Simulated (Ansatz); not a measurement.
**SiO2 (silicon dioxide molecule): levels of theory compared**

Aim: a comparison of 6 runs (BHLYP/STO-3G, BLYP/STO-3G, UMP2/STO-3G, BCCD(T)/STO-3G, CCSDT/STO-3G, CCSDTQ/STO-3G) of SiO2 (silicon dioxide molecule). 

The calculation is run with Ansatz 0.2.0.

35 further runs of the same task are left out: 5 that didn't finish, 30 set aside as unsound or not needed.

## 1. Starting point

SiO2 has 3 atoms, charge 0, and is taken as a singlet. As SMILES, `O=[Si]=O`. The Si2–O1 distance was set to 2.259 Å, away from the relaxed value.

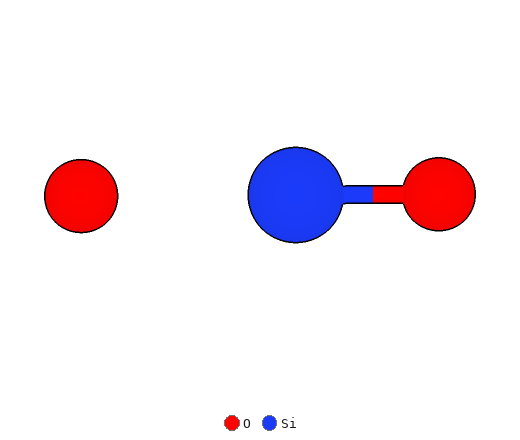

The structure, seen from a chosen angle (oxygen red, silicon blue).

## 2. A single-point energy at BHLYP/STO-3G (run 1)

molecule.yaml reads:

```yaml
basis:
  gaussian:
    orbitals: STO-3G
crystal:
  periodic: [false, false, false]
  atoms:
    - {symbol: O, position_ang: [1.046592, 1.844386, 0.778134]}
    - {symbol: Si, position_ang: [-0.000010, 0.000000, -0.000000]}
    - {symbol: O, position_ang: [-0.697730, -1.229610, -0.518760]}
hamiltonian:
  xc: {name: BHLYP}
accuracy: high
```

Command:

```
$ ansatz run molecule.yaml --threads 1 --pin off --max-ram 3480MiB --events-out events.jsonl --progress --plain --runs-dir runs
```

What it wrote:

```text
Warning: RAYON_NUM_THREADS=1 ignored (pool sized by the plan → 1); use --threads N
Functional definition: BHLYP
  name "BHLYP"
  parameter a = 0.5
  exchange = (1 - a)*b88_x + a*exact_x
  correlation = lyp_c
315 factors; integrals over basis functions are off by at most 2.4e-8 eV
mean field evaluation 1: about -11802.0465 eV, gradient 5.2e1 eV
mean field evaluation 2: about -11643.6474 eV, gradient 1.1e2 eV
mean field evaluation 4: about -11796.3329 eV, gradient 6.7e1 eV
mean field evaluation 8: about -11815.3448 eV, gradient 2.0e-3 eV
mean field evaluation 16: about -11815.3615 eV, gradient 3.5e-8 eV
mean field -11815.36149726 eV, -434.2065262848 hartree, gradient 3.5e-8 eV, S^2 0.000000; 0 other end points of the search recorded, 0 dependent functions left out
reference -11815.36151165 eV, -434.2065268136 hartree; 15, 15 occupied and 4, 4 virtual orbitals, 315 factors
Total energy: -11815.36151165 eV, -434.2065268136 hartree
```

Run time: 0.76 s. Hardware: 1 thread of Arm Neoverse V2, shared host.

## 3. The energy at BLYP/STO-3G (run 2)

run.yaml reads:

```yaml
crystal:
  periodic: [false, false, false]
  atoms:
    - {symbol: O, position_ang: [1.046592, 1.844386, 0.778134]}
    - {symbol: Si, position_ang: [-0.000010, 0.000000, -0.000000]}
    - {symbol: O, position_ang: [-0.697730, -1.229610, -0.518760]}
basis:
  gaussian:
    orbitals: STO-3G
hamiltonian:
  xc: {name: BLYP}
accuracy: high
```

Command:

```
$ ansatz run run.yaml --threads 1 --pin off --max-ram 3480MiB --events-out events.jsonl --progress --plain --runs-dir runs
```

What it wrote:

```text
Warning: RAYON_NUM_THREADS=1 ignored (pool sized by the plan → 1); use --threads N
Functional definition: BLYP
  name "BLYP"
  parameter beta = 0.0042
  parameter a = 0.04918
  parameter b = 0.132
  parameter c = 0.2533
  parameter d = 0.349
  exchange = b88_x(beta = beta)
  correlation = lyp_c(a = a, b = b, c = c, d = d)
315 factors; integrals over basis functions are off by at most 2.4e-8 eV
mean field evaluation 1: about -11803.9536 eV, gradient 5.3e1 eV
mean field evaluation 2: about -11625.1261 eV, gradient 8.7e1 eV
mean field evaluation 4: about -11772.0640 eV, gradient 8.6e1 eV
mean field evaluation 8: about -11815.9741 eV, gradient 2.0e-1 eV
mean field evaluation 16: about -11761.3135 eV, gradient 7.0e1 eV
mean field -11815.97457245 eV, -434.2290563822 hartree, gradient 2.1e-8 eV, S^2 0.000000; 0 other end points of the search recorded, 0 dependent functions left out
reference -11815.97460096 eV, -434.2290574301 hartree; 15, 15 occupied and 4, 4 virtual orbitals, 315 factors
Total energy: -11815.97460096 eV, -434.2290574301 hartree
```

Run time: 0.74 s. Hardware: 1 thread of Arm Neoverse V2, shared host.

Runs 3 to 5 aren't shown in full; the table further down has their settings and results.

## 4. The energy at CCSDTQ/STO-3G (run 6)

molecule.yaml reads:

```yaml
crystal:
  periodic: [false, false, false]
  atoms:
    - symbol: O
      position_ang: [1.046592, 1.844386, 0.778134]
    - symbol: Si
      position_ang: [-0.000010, 0.000000, -0.000000]
    - symbol: O
      position_ang: [-0.697730, -1.229610, -0.518760]
basis:
  gaussian:
    orbitals: STO-3G
correlation:
  method: ccsdtq
  frozen_orbitals: {O: 1, Si: 5}
scf:
  omitted_lower_state_checks: [cluster_reference, increment]
accuracy: high
```

Command:

```
$ ansatz run molecule.yaml --threads 1 --pin off --max-ram 3480MiB --events-out events.jsonl --progress --plain --runs-dir runs
```

What it wrote:

```text
Warning: RAYON_NUM_THREADS=1 ignored (pool sized by the plan → 1); use --threads N
[... 13 lines left out ...]
7 core orbitals not correlated: weight in the atoms' cores, before any rotation towards them, 1.000 or more for the frozen orbitals, at most 0.000 for the correlated occupied ones
[... 65 lines left out ...]
Total energy: -11789.86656199 eV, -433.2696046946 hartree
Checks for a lower state left out: cluster_reference, increment
```

Wall time 11 s (1 thread of Arm Neoverse V2, shared host); peak memory 0.37 GiB.

## 5. The series

```tsv
run	level	frozen core orbitals	energy (Eh)	wall time
1	BHLYP/STO-3G	–	-434.206527	0.76 s
2	BLYP/STO-3G	–	-434.229057	0.74 s
3	UMP2/STO-3G	7	-433.240003	3.6 s
4	BCCD(T)/STO-3G	7	-433.267732	0.26 s
5	CCSDT/STO-3G	7	-433.269862	0.42 s
6	CCSDTQ/STO-3G	7	-433.269605	11 s
```

## 6. Outcome

| quantity | value |
| --- | --- |
| run 6: total energy | -433.26960 Eh |
| run 6: correlation energy (7 core orbitals frozen) | -186.9 mEh |
| run 6: T1 diagnostic | 0.037 |

What this shows: Totals of different functionals can't be ranked against each other. In runs 4, 5, 6 the log says that unrestricted orbitals would lower the reference, so the values rest on an unstable closed-shell determinant (other closed-shell runs at this shape may share the fault). In runs 1, 2, 3, 4, 5, 6 the basis is minimal, so the values are rough. Spin contamination of the reference: run 3 ⟨S²⟩ = 1.36. Where it is this large, the reference is a mixture of spin states, and values that rest on it are in doubt. All runs together took 16 s, the longest 11 s.
